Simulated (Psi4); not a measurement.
# M06-L/def2-SVPD run of B2PH5 (SMILES BPB)

What is the energy change on altering one bond length of B2PH5 at M06-L/def2-SVPD? 

Program for the calculation: Psi4 1.11.

## Step 1: Starting point

The species is B2PH5 (8 atoms), meant as a singlet with charge 0. SMILES: `BPB`. Geometry: relaxed at GFN2-xTB.

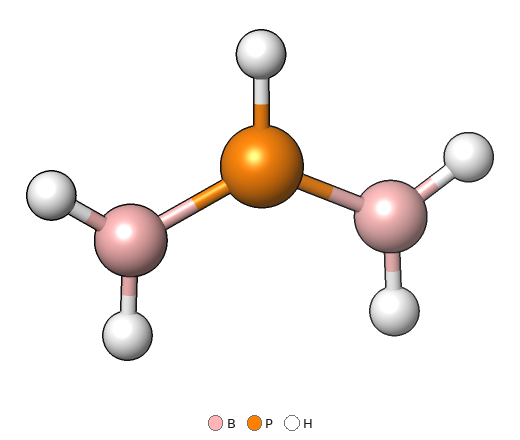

The structure, seen from a chosen angle (boron pink, phosphorus orange, hydrogen white).

## Step 2: Energy and gradient at M06-L/def2-SVPD

Input file job.inp:

```
memory 1600 MB

molecule system {
  B     -2.31090828     1.42695109    -1.46111734
  P     -0.10059012     0.46133884     0.92452961
  B      2.43751993    -1.77322451     0.65399642
  H     -3.95559362     2.82160677    -0.98932832
  H     -2.04851981     0.62553714    -3.50598998
  H     -0.51988255     1.41534818     3.30590578
  H      3.66657891    -2.31708769     2.40594261
  H      2.83139555    -2.66043203    -1.33393877
  units bohr
  symmetry c1
}

set globals {
  puream true
  e_convergence 1e-09
  d_convergence 1e-08
  scf_type pk
  dft_radial_points 99
  dft_spherical_points 590
}

E, wfn = gradient('m06-l/def2-SVPD', return_wfn=True)
```

Command:

```
$ psi4 job.inp job.out -n 1
```

job.out, shortened:

```text
[...]
  Running in c1 symmetry.
[...]
  Nuclear repulsion =   81.814146587724636
[...]
  Multiplicity = 1
[...]
  Nalpha       = 15
  Nbeta        = 15
[...]
    Number of basis functions: 104
[...]
   @RKS iter   1:  -393.72933684984918   -3.74128e-01   4.20095e-03 ADIIS/DIIS
[...]
   @RKS iter  12:  -393.87670341615075   -5.00222e-12   7.25751e-09 DIIS
[...]
    Orbital Energies [Eh]
    ---------------------
    Doubly Occupied:
       1A    -76.732759     2A     -6.667893     3A     -6.667828
       4A     -6.519904     5A     -4.632534     6A     -4.629745
       7A     -4.629588     8A     -0.635090     9A     -0.486779
      10A     -0.446749    11A     -0.371332    12A     -0.332631
      13A     -0.312888    14A     -0.308731    15A     -0.250271
[...]
  @RKS Final Energy:  -393.87670341615075
   => Energetics <=
    Nuclear Repulsion Energy =             81.8141465877246361
    One-Electron Energy =                -702.8652785810235173
    Two-Electron Energy =                 260.4328514517890767
    DFT Exchange-Correlation Energy =     -33.2584228746409423
    Empirical Dispersion Energy =           0.0000000000000000
    VV10 Nonlocal Energy =                  0.0000000000000000
    Total Energy =                       -393.8767034161507468
[...]
 Multipole Moments:
 ------------------------------------------------------------------------------------
     Multipole            Electronic (a.u.)      Nuclear  (a.u.)        Total (a.u.)
 ------------------------------------------------------------------------------------
 L = 1.  Multiply by 2.5417464519 to convert [e a0] to [Debye]
 Dipole X            :         -0.0464268            0.0018183           -0.0446085
 Dipole Y            :          0.3936046           -0.2826663            0.1109383
 Dipole Z            :          0.7016388           -0.4340362            0.2676026
 Magnitude           :                                                    0.2931013
[...]
  -Total Gradient:
     Atom            X                  Y                   Z
    ------   -----------------  -----------------  -----------------
       1        0.000713044591     0.000573419247     0.003819570864
       2       -0.000392859234    -0.000698513387    -0.000082078182
       3       -0.001873705897     0.002297862475     0.002650384284
       4        0.009826154818    -0.008799507370    -0.004179104240
       5       -0.002160211039     0.005128849268     0.011735929441
       6        0.002425394465    -0.005795636873    -0.014269254866
       7       -0.006878486293     0.002491658549    -0.011504152572
       8       -0.001676667511     0.004791612551     0.011852596273
[...]
```

Run time: 35 s. Hardware: 1 thread of Intel Xeon 6975P-C (Granite Rapids), shared host; peak memory 0.71 GiB.

## Step 3: The distorted shape: a single-point energy at M06-L/def2-SVPD

Input file input.dat:

```
memory 1600 MB

molecule {
  B     -0.33734068    -0.24658847    -2.02724905
  P      1.87297748    -1.21220073     0.35839790
  B      4.41108754    -3.44676408     0.08786471
  H     -3.95559362     2.82160677    -0.98932832
  H     -0.07495221    -1.04800242    -4.07212169
  H      1.45368505    -0.25819139     2.73977407
  H      5.64014651    -3.99062725     1.83981090
  H      4.80496315    -4.33397159    -1.90007049
  units bohr
  symmetry c1
  no_reorient
  no_com
}

set {
  basis                def2-SVPD
  reference            rks
  puream               true
  e_convergence        1e-09
  d_convergence        1e-08
  scf_type             pk
  dft_radial_points    99
  dft_spherical_points 590
}

energy_value, wavefunction = energy("m06-l", return_wfn=True)
oeprop(wavefunction, "MAYER_INDICES", "QUADRUPOLE", "LOWDIN_CHARGES", title="M06-L")
```

Command:

```
$ psi4 input.dat output.dat -n 1
```

output.dat, shortened:

```text
[...]
  Running in c1 symmetry.
[...]
  Nuclear repulsion =   79.270685215964235
[...]
  Multiplicity = 1
[...]
  Nalpha       = 15
  Nbeta        = 15
[...]
    Number of basis functions: 104
[...]
   @RKS iter   1:  -393.44710542971450   -2.39550e-01   4.96948e-03 ADIIS/DIIS
[...]
   @RKS iter  13:  -393.71776045217746   -7.17364e-11   8.35666e-09 DIIS
[...]
    Orbital Energies [Eh]
    ---------------------
    Doubly Occupied:
       1A    -76.756913     2A     -6.740151     3A     -6.688622
       4A     -6.543520     5A     -4.655881     6A     -4.653677
       7A     -4.653290     8A     -0.655849     9A     -0.498238
      10A     -0.461580    11A     -0.371974    12A     -0.351831
      13A     -0.332104    14A     -0.269961    15A     -0.227718
[...]
  @RKS Final Energy:  -393.71776045217746
   => Energetics <=
    Nuclear Repulsion Energy =             79.2706852159642352
    One-Electron Energy =                -697.1266139138990638
    Two-Electron Energy =                 257.1917003866284972
    DFT Exchange-Correlation Energy =     -33.0535321408711340
    Empirical Dispersion Energy =           0.0000000000000000
    VV10 Nonlocal Energy =                  0.0000000000000000
    Total Energy =                       -393.7177604521774583
[...]
 Multipole Moments:
 ------------------------------------------------------------------------------------
     Multipole            Electronic (a.u.)      Nuclear  (a.u.)        Total (a.u.)
 ------------------------------------------------------------------------------------
 L = 1.  Multiply by 2.5417464519 to convert [e a0] to [Debye]
 Dipole X            :        -55.5774277           56.3316454            0.7542177
 Dipole Y            :         42.9554971          -43.4589596           -0.5034625
 Dipole Z            :          6.9712244           -6.7028887            0.2683356
 Magnitude           :                                                    0.9456864
 L = 2.  Multiply by 1.3450342976 to convert [e a0^2] to [Debye ang]
 Quadrupole XX       :       -246.3373473          223.1425922          -23.1947551
 Quadrupole XY       :        165.7421427         -164.4505436            1.2915991
[...]
```

Wall time 33 s (1 thread of Intel Xeon 6975P-C (Granite Rapids), shared host); peak memory 0.71 GiB.

## Step 4: Outcome

At M06-L/def2-SVPD:

```
                                                         quantity          value
                                        first shape: total energy  -393.87670 Eh
                                       first shape: dipole moment         0.74 D
                                         first shape: HOMO energy       -6.81 eV
                                         first shape: LUMO energy       -2.89 eV
                                       first shape: HOMO–LUMO gap        3.92 eV
                            first shape: largest force on an atom     0.802 eV/Å
                                    distorted shape: total energy  -393.71776 Eh
                                   distorted shape: dipole moment         2.40 D
                                     distorted shape: HOMO energy       -6.20 eV
                                     distorted shape: LUMO energy       -3.51 eV
                                   distorted shape: HOMO–LUMO gap        2.69 eV
energy change with the B1–H4 bond stretched from 1.168 to 2.570 Å       4.325 eV
```

**Reading.** One bond (distorted shape) is far stretched, which a spin-restricted single reference describes badly; a broken-symmetry solution may lie lower. With the B1–H4 bond stretched from 1.168 to 2.570 Å the energy rises by 4.33 eV (417 kJ/mol). The first shape isn't relaxed at this level, so the change isn't measured from a minimum. A restricted reference can't describe the breaking bond well at this length. The largest force (first shape) is 0.80 eV/Å: the shape isn't a stationary point for this species at this level.
